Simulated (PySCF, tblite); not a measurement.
# BH5O5Si3, a fragment of a glass network (fused 3-rings): NMR shifts, core binding energies and electronic excitations

What NMR shifts, core binding energies and electronic excitations should one expect for `O1[SiH2]O[SiH]2O[SiH2]OB1O2`? It is drawn as: Si B3 Si Si, H ends, O bridges.

Computed with tblite 0.8.0 and PySCF 2.14.0; each step states its level. No surroundings beyond the atoms listed, unless a continuum is named. Atoms count from 0, parts from 1.

## 1. Starting point

14 atoms, charge 0, multiplicity 1; geometry: distance geometry start.

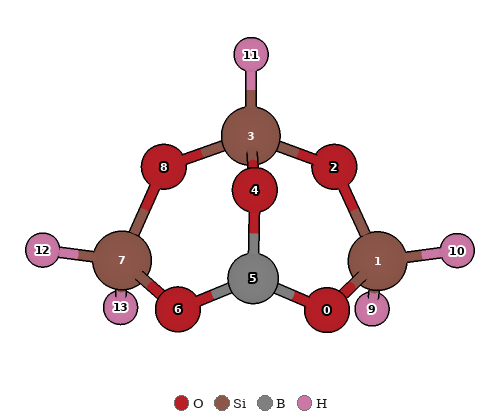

The starting geometry (oxygen red, silicon brown, boron grey, hydrogen pink), atoms numbered.

## 2. Relaxing the cluster with GFN2-xTB

What the job is given:

```
{"job": {"kind": "relax", "xc": "GFN2-xTB", "basis": "xTB"}, "charge": 0, "multiplicity": 1}
O     -0.864860    -1.200352    -0.149181
Si    -0.053185    -1.879115    -1.581505
O      1.637753    -1.322190    -1.655355
Si     2.257546    -0.208605    -0.412552
O      1.235450    -0.454217     1.021122
B     -0.233400    -0.198364     0.822709
O     -0.552200     1.226929     0.473328
Si     0.472047     2.282313    -0.516068
O      1.981918     1.455325    -0.947932
H     -0.758320    -1.447703    -2.749171
H     -0.067418    -3.285308    -1.490508
H      3.604572    -0.446590    -0.116073
H      0.775582     3.466264     0.233890
H     -0.227718     2.644849    -1.689110
```

With the program's defaults for keys left out, this is: GFN2-xTB geometry optimisation, gas phase.

Started as:

```sh
OMP_NUM_THREADS=1 python cluster_run.py task.json out
```

The driver reads the jobs from task.json and runs them one after another.

Log:

```text
step      E/eV     max force
  0    -808.14878    5.792
  1    -809.53433    4.407
  2    -810.83050    1.779
  3    -811.10179    1.337
  4    -811.24868    0.870
  5    -811.33311    0.720
  6    -811.35175    0.419
  7    -811.41229    0.431
  8    -811.43506    0.558
  9    -811.45965    0.409
 10    -811.47159    0.299
 11    -811.48237    0.277
 12    -811.49214    0.346
 13    -811.49885    0.227
 14    -811.50125    0.086
 15    -811.50230    0.081
 16    -811.50294    0.083
 17    -811.50345    0.053
 18    -811.50376    0.037
 19    -811.50389    0.021
 20    -811.50395    0.015
 21    -811.50400    0.018
 22    -811.50406    0.021
 23    -811.50414    0.027
 24    -811.50421    0.025
 25    -811.50426    0.023
 26    -811.50429    0.015
 27    -811.50433    0.022
 28    -811.50439    0.023
 29    -811.50447    0.026
 30    -811.50458    0.034
 31    -811.50470    0.034
 32    -811.50481    0.030
 33    -811.50490    0.028
 34    -811.50500    0.028
 35    -811.50510    0.026
 36    -811.50517    0.016
 37    -811.50521    0.016
 38    -811.50525    0.016
 39    -811.50530    0.024
 40    -811.50541    0.038
 41    -811.50558    0.048
 42    -811.50576    0.041
 43    -811.50588    0.023
 44    -811.50593    0.016
 45    -811.50596    0.014
 46    -811.50600    0.016
 47    -811.50603    0.018
 48    -811.50605    0.017
 49    -811.50607    0.013
 50    -811.50609    0.009
 51    -811.50609    0.004
```

Wall time 1.9 s (1 thread of Intel Xeon 6975P-C, shared host).

Step by step:

```csv
step,energy from step 0 (eV),largest force (eV/Å)
0,0.0000,5.7920
2,-2.6817,1.7788
4,-3.0999,0.8701
6,-3.2030,0.4190
8,-3.2863,0.5577
10,-3.3228,0.2987
12,-3.3434,0.3458
14,-3.3525,0.0856
16,-3.3542,0.0828
18,-3.3550,0.0368
20,-3.3552,0.0153
22,-3.3553,0.0213
24,-3.3554,0.0253
26,-3.3555,0.0153
28,-3.3556,0.0239
30,-3.3558,0.0341
32,-3.3560,0.0299
34,-3.3562,0.0275
36,-3.3564,0.0162
38,-3.3565,0.0162
40,-3.3566,0.0380
42,-3.3570,0.0414
44,-3.3572,0.0156
46,-3.3572,0.0163
48,-3.3573,0.0168
50,-3.3573,0.0088
51,-3.3573,0.0041
```

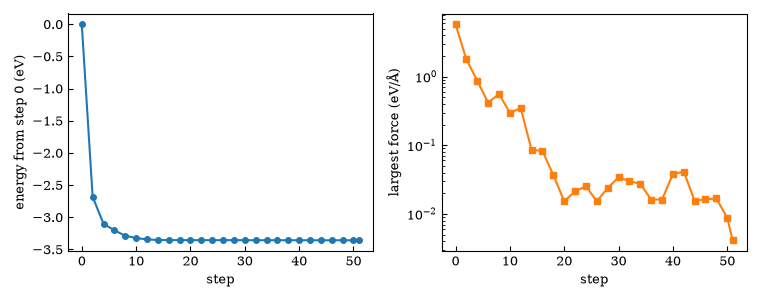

Energy and largest force along the relaxation.

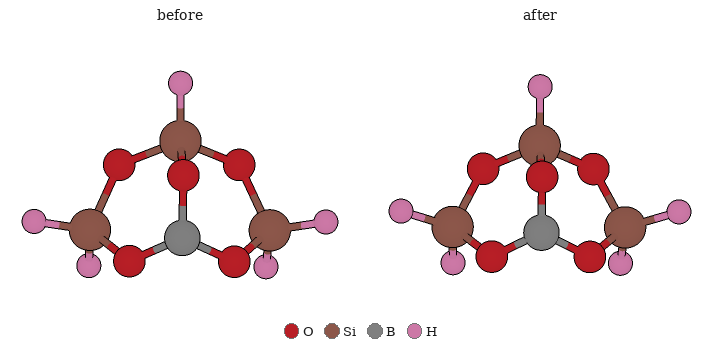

The geometry before (left) and after (right).

Close pairs (by a distance rule), those that changed most:

```csv
bond,before (Å),after (Å),change (Å)
O0–B5,1.532,1.355,-0.177
O2–Si3,1.780,1.628,-0.152
O0–Si1,1.781,1.632,-0.149
B5–O6,1.502,1.355,-0.146
Si3–O4,1.778,1.634,-0.144
Si3–O8,1.770,1.628,-0.142
O6–Si7,1.773,1.632,-0.141
Si1–O2,1.782,1.644,-0.138
```

## 3. Optimising the geometry at PBE0-D3(BJ)/def2-SVP

What the job is given:

```
{"job": {"xc": "PBE0", "basis": "def2-SVP", "d3": "d3bj", "grid": 2, "kind": "geom", "shake": 0.01}, "charge": 0, "multiplicity": 1}
O     -1.413922    -1.175642     0.408378
Si    -0.693514    -1.853939    -0.869607
O      0.816389    -1.242282    -0.965741
Si     1.481767    -0.219838     0.152835
O      0.512492    -0.449955     1.468892
B     -0.768761    -0.172357     1.067032
O     -1.138915     1.118090     0.984731
Si    -0.170001     2.147337     0.147652
O      1.156236     1.317300    -0.285387
H     -1.376106    -1.394867    -2.056106
H     -0.559394    -3.265896    -0.553763
H      2.818117    -0.481547     0.512556
H      0.230579     3.175737     1.072905
H     -0.901444     2.483252    -1.069968
```

Log:

```text
step   0  E = -1271.51115852  max force = 0.031853
step   1  E = -1271.52922744  max force = 0.009981
step   2  E = -1271.52985881  max force = 0.002093
step   3  E = -1271.53021765  max force = 0.004400
step   4  E = -1271.53057525  max force = 0.005171
step   5  E = -1271.53100444  max force = 0.003028
step   6  E = -1271.53123846  max force = 0.001341
step   7  E = -1271.53130069  max force = 0.000685
step   8  E = -1271.53130831  max force = 0.000272
optimisation converged
```

It took 2.1 min on 1 thread of Intel Xeon 6975P-C, shared host; peak memory 0.84 GiB.

The steps of the relaxation:

```csv
step,energy from step 0 (eV),largest force component (eV/Å)
0,0.0000,1.6379
1,-0.4917,0.5132
2,-0.5089,0.1076
3,-0.5186,0.2263
4,-0.5284,0.2659
5,-0.5400,0.1557
6,-0.5464,0.0690
7,-0.5481,0.0352
8,-0.5483,0.0140
```

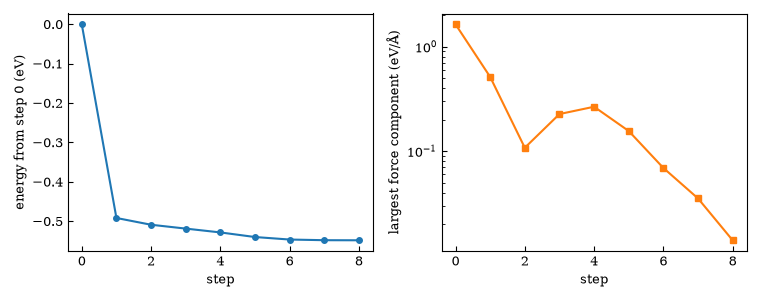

Energy and force, step by step.

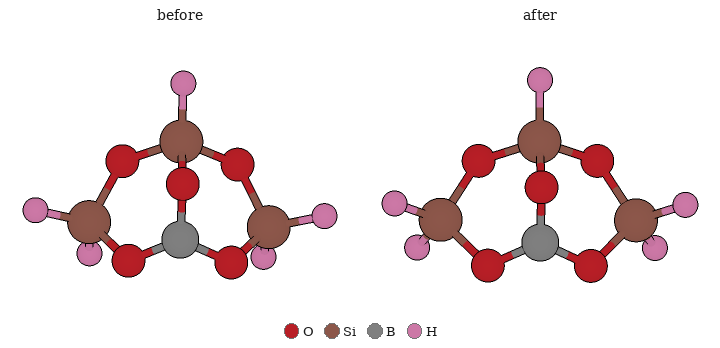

Before and after, at one scale.

Distances of close pairs at the start and the end, largest changes first:

```csv
bond,before (Å),after (Å),change (Å)
O0–Si1,1.616,1.685,+0.069
Si3–H11,1.408,1.468,+0.059
Si7–O8,1.623,1.681,+0.058
Si1–O2,1.632,1.681,+0.049
Si7–H12,1.440,1.484,+0.044
O6–Si7,1.643,1.685,+0.042
Si1–H9,1.444,1.481,+0.037
Si1–H10,1.453,1.485,+0.031
```

The final coordinates are the input of the step that follows.

```csv
at the end point,value
point group (found at 0.08 Å tolerance),Cs
"rotational constants (GHz, main isotopes)","1.957, 1.016, 0.812"
dipole moment (D),1.00
```

## 4. Shielding tensors: PBE0/pcSseg-1

What the job is given:

```
{"job": {"kind": "nmr", "xc": "PBE0", "basis": "pcSseg-1"}, "charge": 0, "multiplicity": 1}
O     -1.552057    -1.124241     0.180322
Si    -0.611348    -2.061915    -0.856484
O      0.841597    -1.241078    -1.056598
Si     1.425728    -0.171221     0.071220
O      0.378768    -0.406870     1.360087
B     -0.897185    -0.136454     0.862283
O     -1.310503     1.166213     0.808414
Si    -0.154884     2.286854     0.311499
O      1.111901     1.403351    -0.353084
H     -1.302946    -2.150694    -2.163156
H     -0.359217    -3.398036    -0.260578
H      2.842537    -0.399247     0.379984
H      0.333384     3.076189     1.470052
H     -0.752293     3.142541    -0.739565
```

Method: GIAO PBE0/pcSseg-1 NMR shielding, non-relativistic, gas phase.

Log:

```text
coarse grid: 14488 points
cycle   1  E = -1271.5842583491  dE =  1.691e+00  |g| = 1.422e+00  |ddm| = 3.784e+00
cycle   2  E = -1271.1771948342  dE =  4.071e-01  |g| = 2.063e+00  |ddm| = 2.184e+00
cycle   3  E = -1271.9304615010  dE = -7.533e-01  |g| = 1.102e-01  |ddm| = 1.429e+00
cycle   4  E = -1271.9315215953  dE = -1.060e-03  |g| = 8.482e-02  |ddm| = 1.252e-01
cycle   5  E = -1271.9327426292  dE = -1.221e-03  |g| = 1.024e-02  |ddm| = 5.007e-02
cycle   6  E = -1271.9327614423  dE = -1.881e-05  |g| = 1.284e-03  |ddm| = 1.039e-02
cycle   7  E = -1271.9327617521  dE = -3.098e-07  |g| = 5.657e-04  |ddm| = 1.481e-03
final grid: 129888 points
cycle   8  E = -1272.0309551322  dE = -1.724e-05  |g| = 1.192e-02  |ddm| = 1.758e-02
cycle   9  E = -1272.0309299375  dE =  2.519e-05  |g| = 1.701e-02  |ddm| = 1.604e-02
cycle  10  E = -1272.0309775972  dE = -4.766e-05  |g| = 8.771e-04  |ddm| = 9.935e-03
cycle  11  E = -1272.0309777184  dE = -1.212e-07  |g| = 2.820e-04  |ddm| = 6.499e-04
cycle  12  E = -1272.0309777319  dE = -1.352e-08  |g| = 2.895e-05  |ddm| = 1.751e-04
cycle  13  E = -1272.0309777320  dE = -1.069e-10  |g| = 1.533e-05  |ddm| = 2.900e-05
converged SCF energy = -1272.0309777320

GIAO shielding tensors (ppm)
atom      isotropic    diamagn.    paramagn.     s11        s22        s33       span
  0 O      188.115     399.655    -211.540     84.733    192.812    286.801    202.068
  1 Si     371.884     880.078    -508.195    349.715    378.110    387.826     38.111
  2 O      221.611     402.161    -180.550    185.305    204.788    274.740     89.434
  3 Si     399.805     883.172    -483.367    383.192    386.856    429.366     46.174
  4 O      154.710     401.413    -246.703    103.367    127.272    233.491    130.124
  5 B       81.378     204.264    -122.886     70.238     86.638     87.259     17.022
  6 O      188.606     399.636    -211.030     85.288    193.305    287.226    201.939
  7 Si     371.821     880.074    -508.254    349.659    378.096    387.708     38.049
  8 O      221.463     402.206    -180.743    185.213    204.636    274.541     89.329
  9 H       26.181      28.667      -2.486     22.989     23.404     32.150      9.161
 10 H       25.939      28.223      -2.284     22.875     23.273     31.668      8.793
 11 H       26.441      28.577      -2.136     22.323     23.502     33.497     11.174
 12 H       25.940      28.226      -2.286     22.872     23.276     31.671      8.799
 13 H       26.178      28.670      -2.493     22.990     23.399     32.144      9.154
```

Run time: 33 s. Hardware: 1 thread of Intel Xeon 6975P-C, shared host; peak memory 0.97 GiB.

Shifts follow as δ = σ(reference) − σ, with reference shieldings (ppm) from runs at the same level and on the same kind of geometry: ¹H TMS 31.27, ²⁹Si TMS 352.0, ¹⁷O H2O 334.6, ¹¹B BF3·OEt2 100.7. The references are single molecules in the gas phase, so shifts against H2O, NH3, PH3, H3PO4 or CFCl3 are not on the usual liquid scales and can be off by tens of ppm. Atoms listed in one row are averaged.

```
   atoms                          environment  σ (ppm)  δ (ppm)
H10, H12  hydrogen on a silicon bonded to 2 O    25.94     5.33
 H9, H13  hydrogen on a silicon bonded to 2 O    26.18     5.09
     H11  hydrogen on a silicon bonded to 3 O    26.44     4.83
      O4               oxygen bonded to B, Si    154.7    179.9
  O0, O6               oxygen bonded to B, Si    188.4    146.2
  O2, O8                oxygen bonded to 2 Si    221.5    113.0
Si1, Si7           silicon bonded to 2 O, 2 H    371.9    -19.9
     Si3             silicon bonded to 3 O, H    399.8    -47.8
      B5                  boron bonded to 3 O     81.4     19.4
```

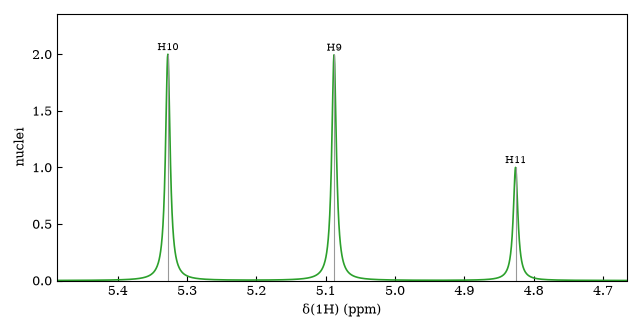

¹H lines at the computed shifts, without couplings. Lines are broadened to a width of 0.01 ppm (Lorentzian).

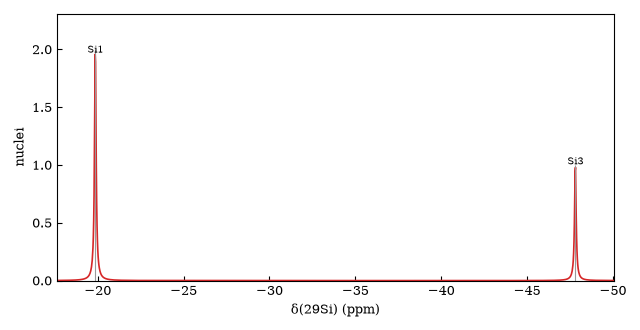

²⁹Si lines at the computed shifts, without couplings. Lines are broadened to a width of 0.11 ppm (Lorentzian).

The run also stored atomic charges by several schemes (e):

| atoms | Mulliken | IAO | Hirshfeld | ESP fit |
| --- | --- | --- | --- | --- |
| O0, O6 | -0.62 | -0.66 | -0.28 | -0.68 |
| Si1, Si7 | 0.99 | 1.19 | 0.48 | 0.86 |
| O2, O8 | -0.76 | -0.87 | -0.32 | -0.63 |
| Si3 | 1.21 | 1.44 | 0.53 | 1.07 |
| O4 | -0.65 | -0.70 | -0.29 | -0.72 |
| B5 | 0.73 | 0.60 | 0.30 | 1.14 |

Hirshfeld charges:

O0 -0.28; Si1 0.48; O2 -0.32; Si3 0.53; O4 -0.29; B5 0.30; O6 -0.28; Si7 0.48; O8 -0.32; H9 -0.06; H10 -0.07; H11 -0.05; H12 -0.07; H13 -0.06

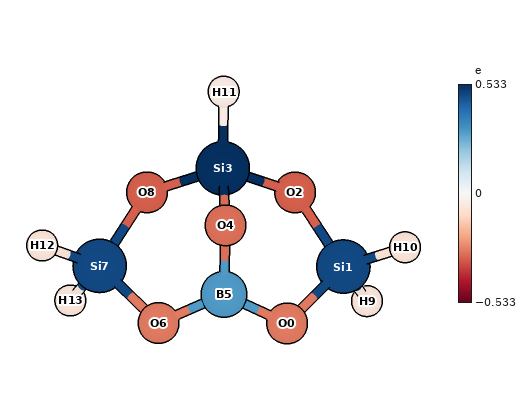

Hirshfeld charges, as colours on the atoms.

Mayer bond orders: O0–Si1 0.89, Si1–O2 0.89, O2–Si3 0.93, Si3–O4 0.88, O4–B5 0.98, B5–O6 1.10, O6–Si7 0.89, Si7–O8 0.89, B5–O0 1.10, O8–Si3 0.93.

Ring of atoms O0, Si1, O2, Si3, O4, B5: NICS(0) -3.8, NICS(1) -1.9, NICS(1)zz 1.8 ppm (means of both faces).

Ring of atoms Si3, O4, B5, O6, Si7, O8: NICS(0) -3.8, NICS(1) -1.9, NICS(1)zz 1.8 ppm (means of both faces).

Orbitals, density, ELF and potential are computed afterwards from the orbital file.

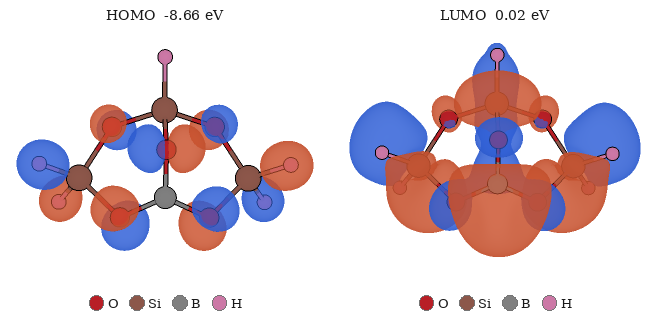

PBE0/pcSseg-1 orbitals near the gap, drawn at the value that encloses 70 % of each; the two colours are the two signs.

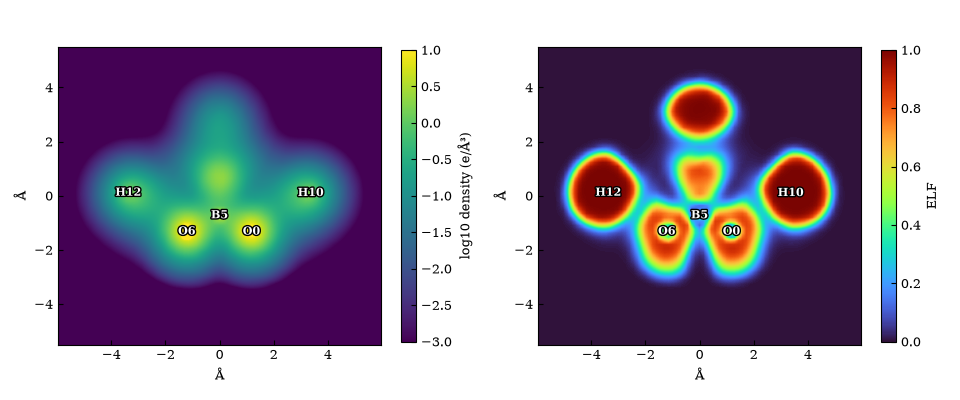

Density (left) and ELF (right) in a plane through or near 5 of the atoms.

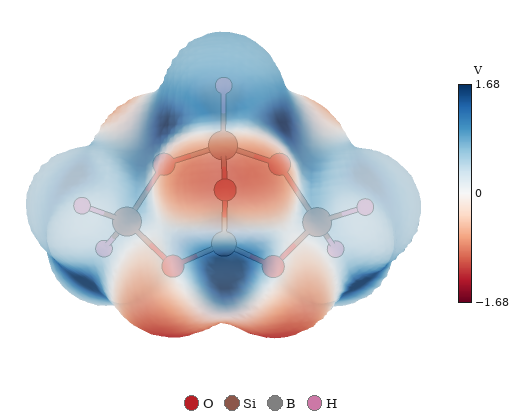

The potential that a unit positive charge feels on the 0.002 e/bohr³ surface, from -1.16 V near O6 to 1.68 V near B5.

(Part 1 of 2 ends here.)
